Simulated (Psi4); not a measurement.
# SiNH4O (SMILES N[SiH]O): UPBE0/6-311+G(d,p)

Aim: the vertical ionisation energy of SiNH4O at UPBE0/6-311+G**, from 2 runs. 

The results are computed with Psi4 1.11.

4 further runs of the same task are left out: 2 that didn't finish, 2 set aside as unsound or not needed. Runs told in other sessions of the task aren't counted.

### Step 1. The structure to begin with

SiNH4O: 7 atoms, total charge 0, spin state doublet. SMILES: `N[SiH]O`. Geometry: relaxed at PBE0-D4/def2-TZVP. This is one conformer, not always the lowest.

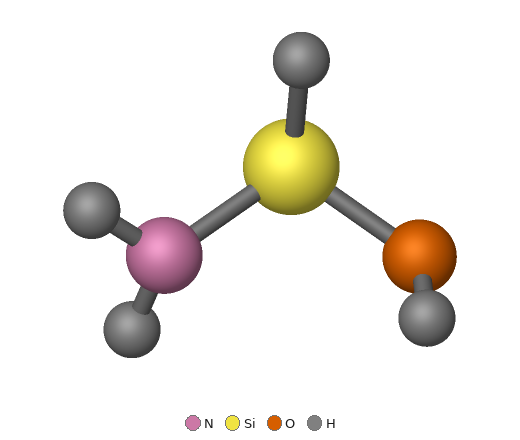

The structure, seen from a chosen angle (nitrogen pink, silicon yellow, oxygen orange, hydrogen grey).

### Step 2. Energy and gradient at UPBE0/6-311+G(d,p)

File input.dat:

```
memory 2.2 GB

molecule m {
  0 2
  N     -0.694900     0.548300    -0.575200
  Si     0.293100     0.159000     0.781300
  O      1.622900    -0.672400     0.270300
  H     -0.355900     1.168100    -1.294800
  H     -1.685800     0.673200    -0.432900
  H     -0.599100    -0.661900     1.664700
  H      1.480900    -1.282400    -0.459000
  symmetry c1
  no_reorient
  no_com
}

set {
  basis 6-311+G**
  reference uks
  puream true
  e_convergence 1e-09
  d_convergence 1e-08
  scf_type pk
  dft_radial_points 99
  dft_spherical_points 590
  maxiter 100
}

e, wfn = gradient('pbe0', return_wfn=True)
oeprop(wfn, 'MULLIKEN_CHARGES', 'QUADRUPOLE', 'LOWDIN_CHARGES', title='PBE0')
print_variables()
```

Run with:

```console
$ psi4 input.dat output.dat -n 1
```

output.dat:

```text
[...]
  Running in c1 symmetry.
[...]
  Nuclear repulsion =  111.033668793337768
[...]
  Multiplicity = 2
[...]
  Nalpha       = 17
  Nbeta        = 16
[...]
    Number of basis functions: 98
[...]
   @UKS iter   1:  -421.26553662913000   -1.81141e-01   1.06637e-02 DIIS/ADIIS
[...]
   @UKS iter  13:  -421.67395833326316   -3.06954e-12   3.88055e-09 DIIS
[...]
   @S^2 Observed:                7.518069053E-01
[...]
  @UKS Final Energy:  -421.67395833326316
   => Energetics <=
    Nuclear Repulsion Energy =            111.0336687933377675
    One-Electron Energy =                -802.5757957741554947
    Two-Electron Energy =                 298.4213675295741268
    DFT Exchange-Correlation Energy =     -28.5531988820195117
    Empirical Dispersion Energy =           0.0000000000000000
    VV10 Nonlocal Energy =                  0.0000000000000000
    Total Energy =                       -421.6739583332631582
  UHF NO Occupations:
  HONO-2 :   15  A 1.9998767
  HONO-1 :   16  A 1.9993489
[...]
  -Total Gradient:
     Atom            X                  Y                   Z
    ------   -----------------  -----------------  -----------------
       1        0.001349277690    -0.000565118143     0.002195465761
       2        0.003582023207    -0.004172956072    -0.007878932356
       3       -0.005026420401     0.005143300728     0.004343324283
       4        0.000069213511    -0.000702894298     0.001413001749
       5        0.001490506478    -0.000070267665     0.000633687736
       6        0.000220454261     0.000306410437    -0.000229402008
       7       -0.001696757245     0.000072959146    -0.000476855513
[...]
 Multipole Moments:
 ------------------------------------------------------------------------------------
     Multipole            Electronic (a.u.)      Nuclear  (a.u.)        Total (a.u.)
 ------------------------------------------------------------------------------------
 L = 1.  Multiply by 2.5417464519 to convert [e a0] to [Debye]
 Dipole X            :        -21.6080548           20.9049063           -0.7031485
 Dipole Y            :         -0.9258758            1.0996316            0.1737559
 Dipole Z            :        -16.7897436           16.1613158           -0.6284278
 Magnitude           :                                                    0.9589215
 L = 2.  Multiply by 1.3450342976 to convert [e a0^2] to [Debye ang]
 Quadrupole XX       :       -132.3764952          111.3240749          -21.0524203
 Quadrupole XY       :         48.0986040          -49.2725811           -1.1739772
[...]
```

Run time: 23 s. Hardware: 1 thread of Intel Xeon 6975P-C (Granite Rapids), shared host; peak memory 0.85 GiB.

### Step 3. The singlet cation

File job.inp:

```
memory 2.2 GB

molecule geom {
  1 1
  N
  Si 1 R2
  O 2 R3 1 A3
  H 1 R4 2 A4 3 D4
  H 1 R5 4 A5 2 D5
  H 2 R6 3 A6 1 D6
  H 3 R7 2 A7 6 D7

  R2 = 1.722728
  R3 = 1.649459
  A3 = 109.41018
  R4 = 1.008413
  A4 = 120.53013
  D4 = -64.39333
  R5 = 1.008827
  A5 = 110.77865
  D5 = 145.09283
  R6 = 1.500098
  A6 = 112.71261
  D6 = 115.50188
  R7 = 0.961323
  A7 = 115.83471
  D7 = 79.12854
  symmetry c1
  no_reorient
  no_com
}

set {
  basis 6-311+G**
  puream true
  e_convergence 1e-09
  d_convergence 1e-08
  scf_type pk
  dft_radial_points 99
  dft_spherical_points 590
}

e, wfn = gradient("pbe0", return_wfn=True)
oeprop(wfn, "QUADRUPOLE", "MAYER_INDICES", "MULLIKEN_CHARGES", title="PBE0")
print_variables()
```

Run with:

```console
$ psi4 -i job.inp -o job.out -n 1
```

job.out, shortened:

```text
[...]
  Running in c1 symmetry.
[...]
  Nuclear repulsion =  111.033663723902194
[...]
  Multiplicity = 1
[...]
  Nalpha       = 16
  Nbeta        = 16
[...]
    Number of basis functions: 98
[...]
   @RKS iter   1:  -421.00607325357498    7.83223e-02   1.01246e-02 ADIIS/DIIS
[...]
   @RKS iter  12:  -421.38443107074534   -2.18847e-11   7.16310e-09 DIIS
[...]
  @RKS Final Energy:  -421.38443107074534
   => Energetics <=
    Nuclear Repulsion Energy =            111.0336637239021940
    One-Electron Energy =                -794.0289618858300855
    Two-Electron Energy =                 289.9183849154029531
    DFT Exchange-Correlation Energy =     -28.3075178242204117
    Empirical Dispersion Energy =           0.0000000000000000
    VV10 Nonlocal Energy =                  0.0000000000000000
    Total Energy =                       -421.3844310707453360
[...]
  -Total Gradient:
     Atom            X                  Y                   Z
    ------   -----------------  -----------------  -----------------
       1       -0.018927745165    -0.009983067408    -0.038181568573
       2        0.054028196933     0.051359895217     0.042068576578
       3       -0.014379524041    -0.039258298964    -0.007019632880
       4       -0.001146618883     0.009050262336     0.008981731653
       5        0.000270268961    -0.008879028270     0.003900161295
       6       -0.016520008812    -0.008384577751    -0.013591640851
       7       -0.003321346791     0.006107600218     0.003832789759
[...]
 Multipole Moments:
 ------------------------------------------------------------------------------------
     Multipole            Electronic (a.u.)      Nuclear  (a.u.)        Total (a.u.)
 ------------------------------------------------------------------------------------
[...]
  Mulliken Charges: (a.u.)
   Center  Symbol    Alpha    Beta     Spin     Total
       1     N     3.82824  3.82824  0.00000 -0.65649
       2    SI     6.49364  6.49364  0.00000  1.01271
       3     O     4.21902  4.21902  0.00000 -0.43804
       4     H     0.33184  0.33184  0.00000  0.33632
       5     H     0.33349  0.33349  0.00000  0.33302
       6     H     0.46728  0.46728  0.00000  0.06543
       7     H     0.32648  0.32648  0.00000  0.34704
   Total alpha = 16.00000, Total beta = 16.00000, Total charge =  1.00000
  Mayer Bond Indices:
[...]
```

Run time: 16 s. Hardware: 1 thread of Intel Xeon 6975P-C (Granite Rapids), shared host; peak memory 0.85 GiB.

### Step 4. Outcome

At UPBE0/6-311+G**:

| quantity | value |
| --- | --- |
| doublet SiNH4O: total energy | -421.67396 Eh |
| doublet SiNH4O: dipole moment | 2.44 D |
| doublet SiNH4O: HOMO energy (highest over α and β) | -5.55 eV |
| doublet SiNH4O: LUMO energy (lowest over α and β) | -1.81 eV |
| doublet SiNH4O: ⟨S²⟩ | 0.752 |
| doublet SiNH4O: largest force on an atom | 0.494 eV/Å |
| singlet cation: total energy | -421.38443 Eh |
| singlet cation: HOMO energy | -14.95 eV |
| singlet cation: LUMO energy | -10.05 eV |
| singlet cation: HOMO–LUMO gap | 4.91 eV |
| singlet cation: largest force on an atom | 4.402 eV/Å |
| vertical ionisation energy (to the singlet cation) | 7.878 eV |

Removing an electron at fixed nuclei costs 7.88 eV (182 kcal/mol). The largest force (doublet SiNH4O) is 0.49 eV/Å: the shape isn't a stationary point for this species at this level. With no_com the log's rotational constants are taken about the origin, not the centre of mass, so they aren't the molecule's. Mulliken charges (doublet SiNH4O) run from -0.79 on N1 to +0.57 on Si2; in a basis this large or diffuse they mean little. Mulliken charges (singlet cation) run from -0.66 on N1 to +1.01 on Si2; in a basis this large or diffuse they mean little.
